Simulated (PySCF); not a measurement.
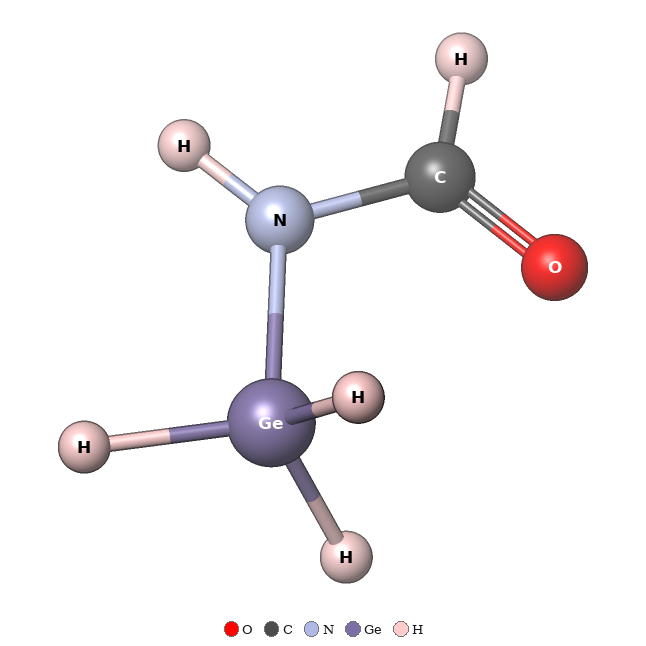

Atoms fade into the background with distance from the viewer. The geometry was computed by an optimisation with GFN2-xTB. No frequency run is at hand to confirm it as a minimum.

List the symmetry elements and name the point group.

It has 1 mirror plane, so the point group is Cs. The group has 2 operations. The geometry is achiral, and symmetry allows a dipole moment.
